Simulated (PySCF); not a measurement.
**Cl2Hf (charge +2): density, localisation and related maps**

Input

```
mol = gto.M(atom='''
Hf    -0.00000    -0.00000    -0.54828
Cl     1.71429    -0.00000     0.83396
Cl    -1.71429     0.00000     0.83396''',
    basis={'Hf': 'def2-SVP', 'Cl': 'def2-SVP'},
    ecp={'Hf': 'def2-SVP'},
    charge=2, spin=0)
mf = dft.RKS(mol, xc='PBE0')
mf.grids.atom_grid = (75, 302)  # f atoms: at least (60, 302), unpruned
mf = mf.density_fit()  # Hf def2-universal-JKFIT, Cl def2-universal-JKFIT
mf.conv_tol = 1e-09; mf.max_cycle = 55
mf.kernel(dm0)
```

Launched as:

```sh
OMP_NUM_THREADS=2 python run.py
```

Core potentials replace the inner electrons of Hf.

These are results of PySCF 2.14.0, RKS PBE0, Hf def2-SVP with ECP60, Cl def2-SVP; non-relativistic Hamiltonian with scalar-relativistic core potentials where named; density fitting, not measurements.

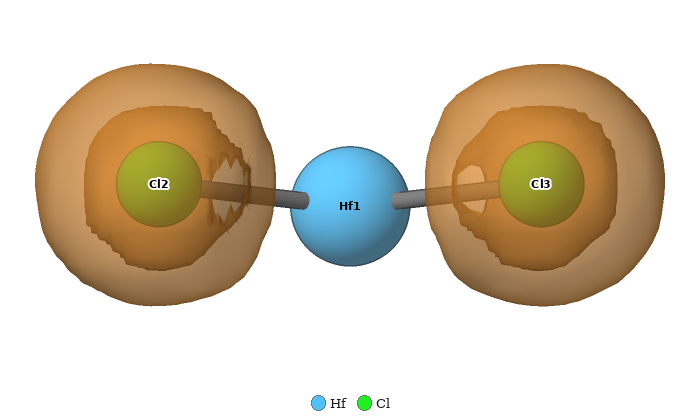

Figure 1. Isosurface of the electron localisation function at 0.8 (orange), seen from one side. Only the valence region is drawn (cores and ρ < 0.01 e/Å³ removed).

What do the ELF domains correspond to?

The surface consists of two regions wrapped around Cl (the valence shell of each). Along the contacts the grid gives the following. Hf–Cl (2.20 Å): the ELF peaks at about 0.80 in the valence shell of Cl, 0.8 Å from its nucleus, and is about 0.40 at the midpoint.

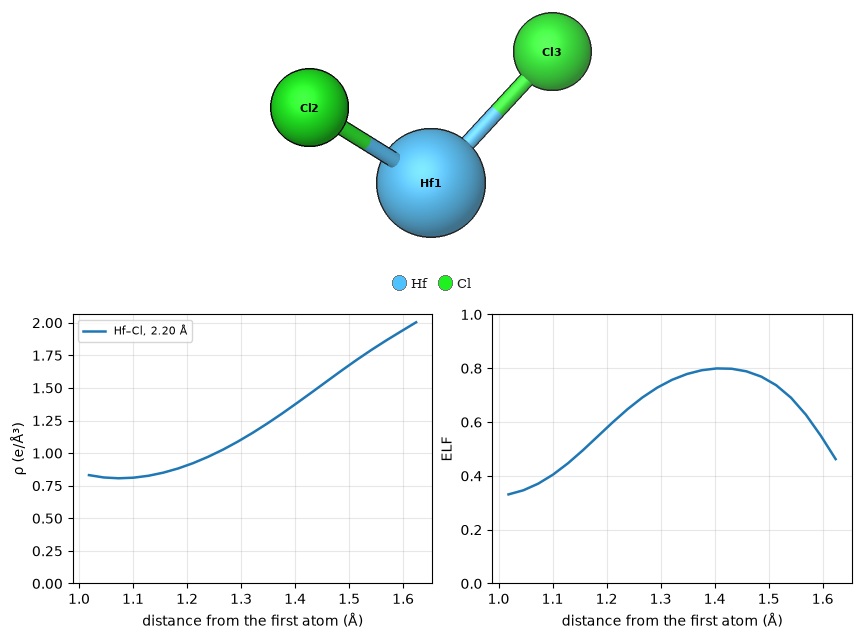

Figure 2. Electron density and electron localisation function along straight lines between neighbouring atoms. The curves leave out the atomic cores. The structure is drawn too.

What can be read from the curves?

Hf–Cl (2.20 Å): ρ at the midpoint is about 0.81 e/Å³; the ELF peaks at about 0.80 in the valence shell of Cl, 0.8 Å from its nucleus, and is about 0.40 at the midpoint.

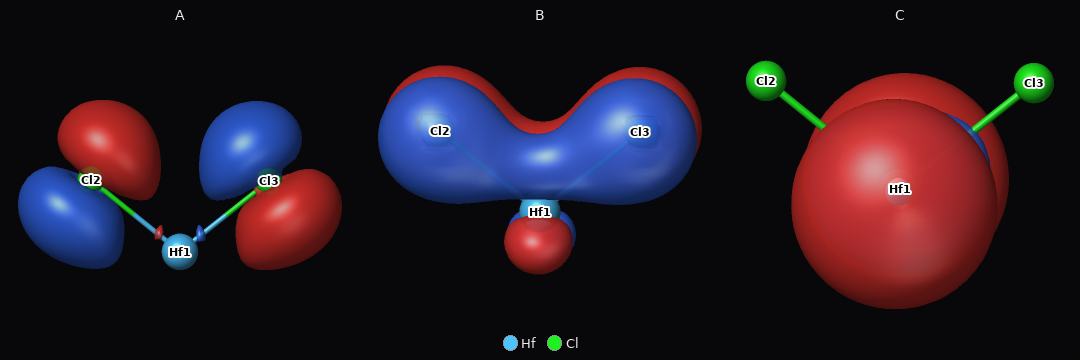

Figure 3. Three frontier orbitals at ±0.1 Å⁻³ᐟ² (blue and red are the two phases), in no order.

Order the three orbitals by energy and name them.

B is the HOMO−1 (−21.52 eV). Its weight (Hirshfeld) is mainly on Cl2 (about 40 %), Cl3 (about 40 %) and Hf1 (about 20 %); it changes sign across the molecular plane (π type); π-antibonding (a node) across Hf1–Cl2 and Hf1–Cl3. A is the HOMO (−20.70 eV). By Hirshfeld shares it lies mainly on Cl2 (about 45 %) and Cl3 (about 45 %); it is symmetric in the molecular plane (an in-plane orbital: σ, lone-pair or in-plane π type); largely a combination of lone pairs on Cl2 and Cl3. C is the LUMO (−15.68 eV). It lies mainly on Hf1 (about 95 %).

What is the HOMO–LUMO gap?

5.02 eV between the orbital energies.
